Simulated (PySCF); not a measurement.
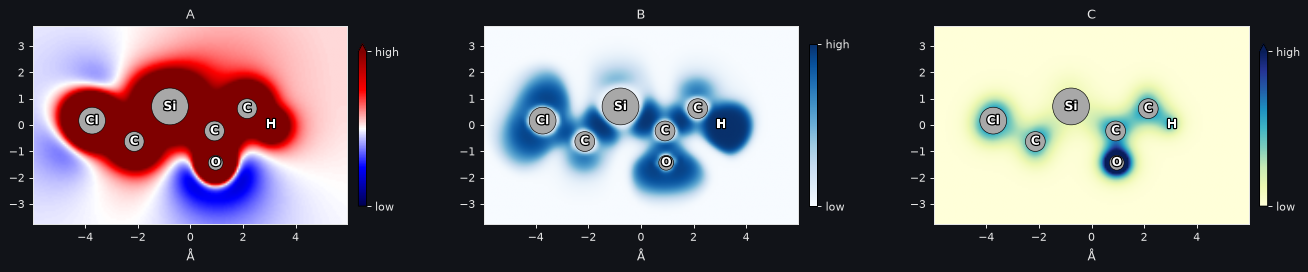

C3H7ClOSi (SMILES CC(=O)[SiH2]CCl): 3 fields on the plane of atoms C2, C1 and H7, with unlabelled colour scales. Grey discs cover the atomic cores.

Geometry: GFN2-xTB.

The calculation used PBE0/pcSseg-1, SCF density, gas phase, non-relativistic in PySCF 2.14.0.

| atom | x (Å) | y (Å) | z (Å) |
| --- | --- | --- | --- |
| C | -2.2925 | 0.0457 | -0.2580 |
| C | -0.9350 | -0.2974 | -0.8056 |
| O | -0.7901 | -0.9399 | -1.8201 |
| Si | 0.5927 | 0.3387 | 0.1927 |
| C | 2.1416 | -0.2511 | -0.7440 |
| Cl | 3.6006 | 0.3047 | 0.1271 |
| H | -3.0837 | -0.3550 | -0.8875 |
| H | -2.3804 | -0.3554 | 0.7489 |
| H | -2.3836 | 1.1272 | -0.1905 |
| H | 0.5512 | 1.8008 | 0.2491 |
| H | 0.5565 | -0.2371 | 1.5379 |
| H | 2.2113 | -1.3349 | -0.8094 |
| H | 2.2070 | 0.1544 | -1.7514 |

Q: The panels show electron density, electron localisation function and electrostatic potential in some order. Assign them.

A: Panel A: electrostatic potential (strongly positive close to the atoms, with negative regions outside electron-rich atoms). Panel B: electron localisation function. Panel C: electron density. From the grid: C–O (1.21 Å): ρ is about 3.3 e/Å³ halfway; the ELF peaks at about 0.85 between the atoms (a short, multiple covalent bond). C–C (1.50 Å): ρ is about 1.7 e/Å³ halfway; the ELF peaks at about 0.95 between the atoms, as expected for localised, covalent bonding.
